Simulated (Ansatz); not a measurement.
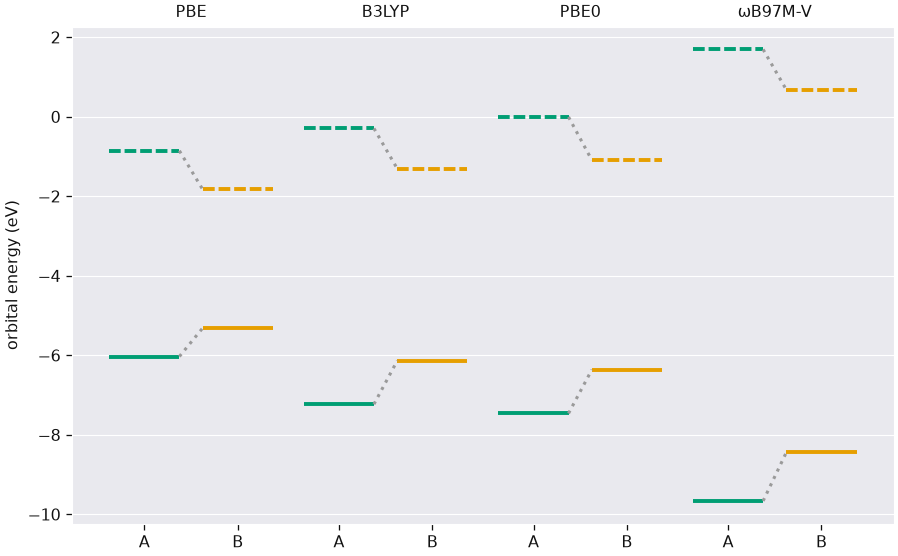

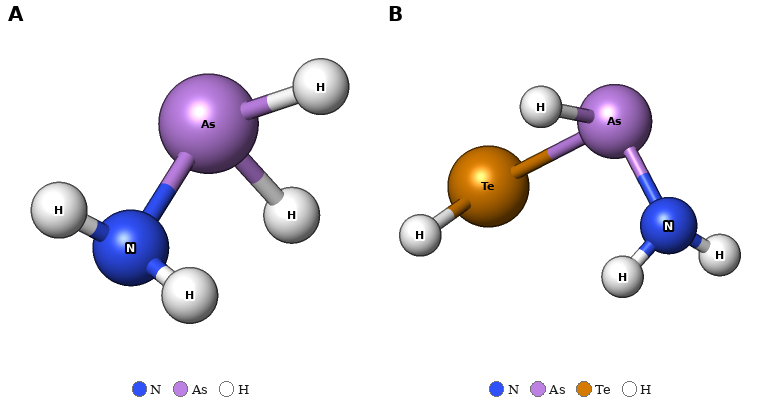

One change: A, AsNH₄ (SMILES N[AsH2]), becomes B, AsNH₄Te (SMILES N[AsH][TeH]). H on As is replaced by TeH. HOMO (solid) and LUMO (dashed) computed in def2-TZVPP at PBE0-D4/def2-TZVP geometries, both minima by their frequencies, gas phase, the Ansatz code. Empty levels above zero depend strongly on the basis.

**What does the change do to HOMO and LUMO?**

PBE: the HOMO rises by 0.72 eV, the LUMO falls by 0.98 eV, and the separation goes from 5.18 to 3.48 eV. B3LYP: the HOMO rises by 1.10 eV, the LUMO falls by 1.02 eV, and the separation goes from 6.94 to 4.83 eV. PBE0: the HOMO rises by 1.10 eV, the LUMO falls by 1.09 eV, and the separation goes from 7.46 to 5.27 eV. ωB97M-V: the HOMO rises by 1.23 eV, the LUMO falls by 1.02 eV, and the separation goes from 11.36 to 9.11 eV.

**Do the functionals agree on the effect?**

They agree on the direction for both levels; the HOMO shift lies between 0.72 and 1.23 eV and the LUMO shift between −1.09 and −0.98 eV, while the separations themselves differ by up to 6.2 eV between functionals.

Caveats: core potentials past krypton; spin-orbit coupling is left out, and with Te it can shift these values.
